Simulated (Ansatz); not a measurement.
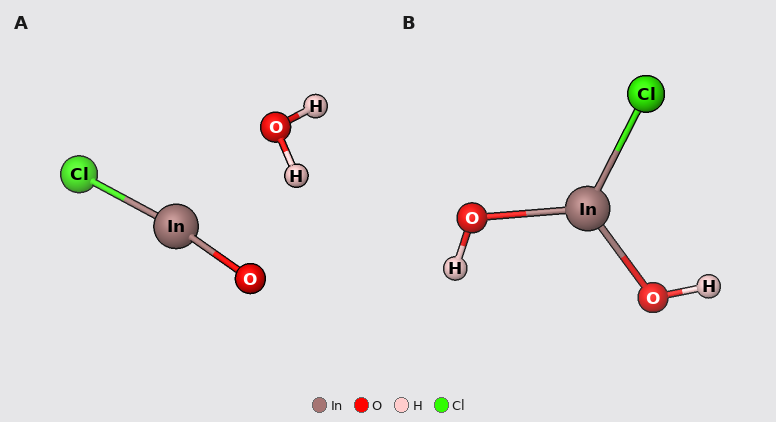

2 stationary structures of one formula. Geometries: PBE0-D4/def2-TZVP. Electronic energies: CCSD(T)/CBS (MP2 limit from def2-TZVPP and def2-QZVPP plus CCSD(T) − MP2) (Ansatz 0.2.0), without zero-point energy.

Rank them by energy, lowest first.

B is lowest (Cs, a minimum); A lies 39.5 kcal/mol above it (C1, a minimum).

Give E(B) − E(A) in kcal/mol at these levels too: r2SCAN0-D4/def2-TZVPP; BLYP-D4/def2-TZVPP; BHLYP-D4/def2-TZVPP; CCSD(T)/CBS (MP2 limit from def2-TZVPP and def2-QZVPP plus CCSD(T) − MP2); ωB97M-V/def2-SVP; SPW92 (LDA)/def2-TZVPP; PBE-QIDH (frozen core)/def2-TZVPP; SPW92 (LDA)/def2-SVP.

```csv
level,E(B) − E(A) (kcal/mol)
r2SCAN0-D4/def2-TZVPP,−41.8
BLYP-D4/def2-TZVPP,−31.9
BHLYP-D4/def2-TZVPP,−44.7
CCSD(T)/CBS (MP2 limit from def2-TZVPP and def2-QZVPP plus CCSD(T) − MP2),−39.5
ωB97M-V/def2-SVP,−41.4
SPW92 (LDA)/def2-TZVPP,−32.2
PBE-QIDH (frozen core)/def2-TZVPP,−41.2
SPW92 (LDA)/def2-SVP,−31.2
```
